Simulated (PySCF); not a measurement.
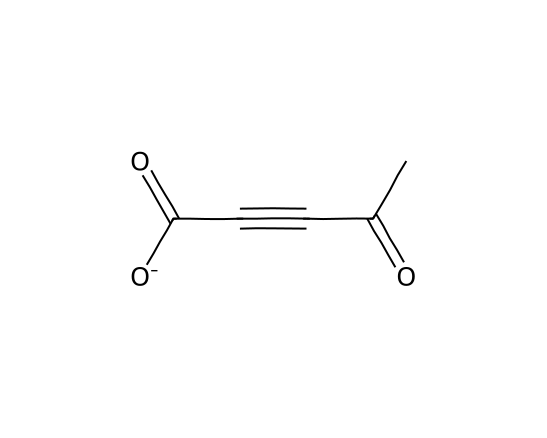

2D structure. State: charge −1, singlet.

**Write the SMILES.**

CC(=O)C#CC(=O)[O-]

**What is the molecular formula?**

C5H3O3, charge -1.

**An optimisation with GFN2-xTB gave a structure of which point group?**

C1.

The parts below concern this one geometry. Atoms keep their numbers from picture to picture. The geometry was computed by an optimisation with GFN2-xTB. No frequency run is at hand to confirm it as a minimum.

**Shape**

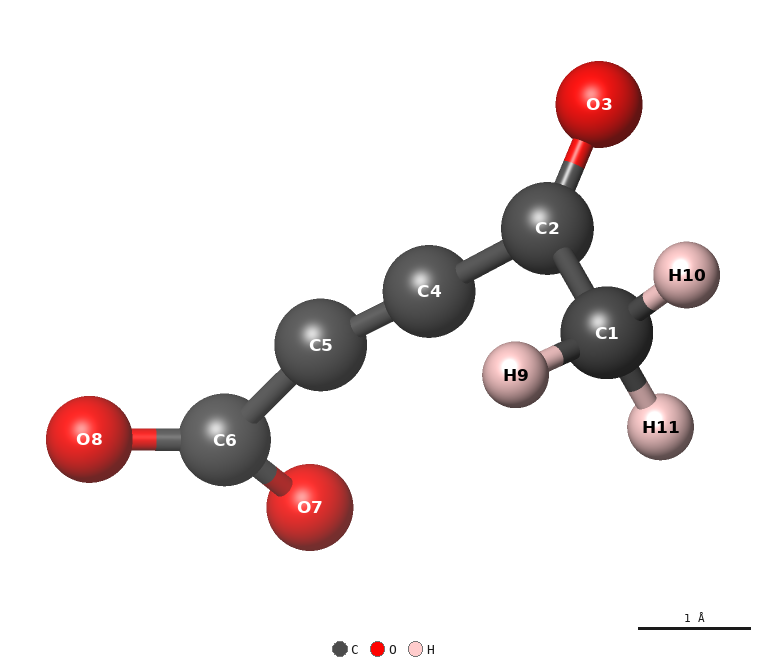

Atoms carry their numbers in the input. No frequency run is at hand to confirm it as a minimum.

Give these bond angles: C2–C1–H9, C2–C1–H10, C2–C1–H11, C1–C2–O3, C1–C2–C4, O3–C2–C4, C2–C4–C5, C4–C5–C6, C5–C6–O7, C5–C6–O8, O7–C6–O8.

```csv
angle,degrees
C2–C1–H9,109.9
C2–C1–H10,110.2
C2–C1–H11,108.8
C1–C2–O3,121.7
C1–C2–C4,112.6
O3–C2–C4,125.7
C2–C4–C5,175.1
C4–C5–C6,161.4
C5–C6–O7,106.8
C5–C6–O8,120.3
O7–C6–O8,132.9
```

**Bond orders**

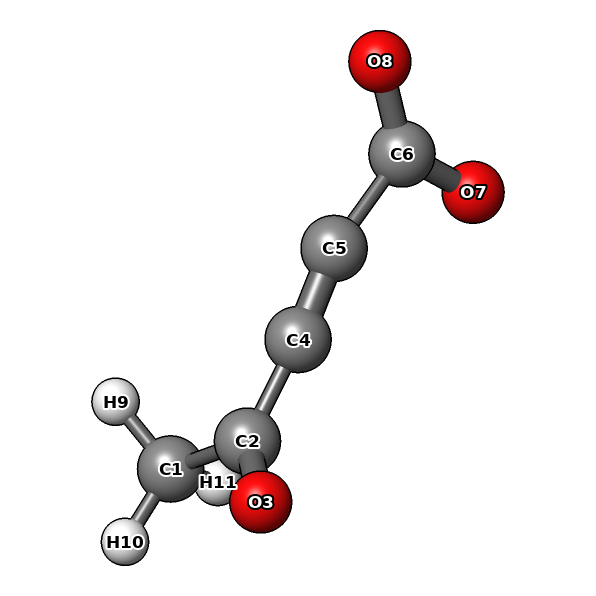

The thickness of each stick grows with its Mayer bond order. No frequency run is at hand to confirm it as a minimum. Method: PBE0/pcSseg-1 (PySCF 2.14.0).

**Which bond has the highest Mayer bond order?**

C4–C5, 2.17, at a length of 1.217 Å.

List the Mayer bond orders of C1–C2, C1–H9, C1–H10, C1–H11, C2–O3, C2–C4, C4–C5, C5–C6, C6–O7, C6–O8.

| bond | Mayer order | length (Å) |
| --- | --- | --- |
| C1–C2 | 1.00 | 1.525 |
| C1–H9 | 0.96 | 1.088 |
| C1–H10 | 0.97 | 1.089 |
| C1–H11 | 0.95 | 1.089 |
| C2–O3 | 1.94 | 1.221 |
| C2–C4 | 1.05 | 1.413 |
| C4–C5 | 2.17 | 1.217 |
| C5–C6 | 0.93 | 1.520 |
| C6–O7 | 1.71 | 1.240 |
| C6–O8 | 1.77 | 1.223 |

**Quadrupole coupling**

No frequency run is at hand to confirm it as a minimum. Electric field gradients from the ground-state density, PBE0/pcSseg-1 (PySCF 2.14.0), non-relativistic apart from any core potentials.

Give the largest field-gradient component, the quadrupole coupling constant and the asymmetry for 17O at O3 (Q = −25.6 mb), 17O at O7 (Q = −25.6 mb), 17O at O8 (Q = −25.6 mb).

| atom | V_zz (a.u.) | e²qQ/h (MHz) | η |
| --- | --- | --- | --- |
| O3 | −1.948 | 11.72 | 0.25 |
| O7 | −1.123 | 6.75 | 0.57 |
| O8 | −1.392 | 8.37 | 0.30 |

**NMR shielding**

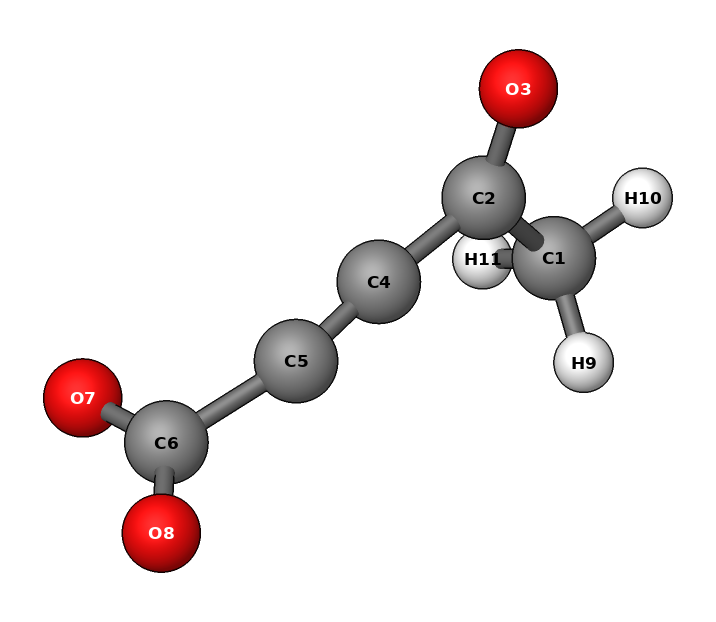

No frequency run is at hand to confirm it as a minimum. Level of theory: GIAO PBE0/pcSseg-1 NMR shielding, non-relativistic, gas phase (PySCF 2.14.0). Principal shieldings σ11 ≤ σ22 ≤ σ33, span Ω = σ33 − σ11, skew κ = 3(σiso − σ22)/Ω.

Give the shielding tensors of the C atoms.

```json
{"atom": "C1", "σ11": "124.7", "σ22": "135.1", "σ33": "191.6", "σiso": "150.5", "Ω": "67.0", "κ": "0.69"}
{"atom": "C2", "σ11": "−85.6", "σ22": "−15.1", "σ33": "104.6", "σiso": "1.3", "Ω": "190.2", "κ": "0.26"}
{"atom": "C4", "σ11": "25.9", "σ22": "46.9", "σ33": "233.0", "σiso": "101.9", "Ω": "207.0", "κ": "0.80"}
{"atom": "C5", "σ11": "−9.0", "σ22": "24.7", "σ33": "189.3", "σiso": "68.4", "Ω": "198.3", "κ": "0.66"}
{"atom": "C6", "σ11": "−73.6", "σ22": "51.7", "σ33": "117.8", "σiso": "31.9", "Ω": "191.4", "κ": "−0.31"}
```

Shieldings and span in ppm.
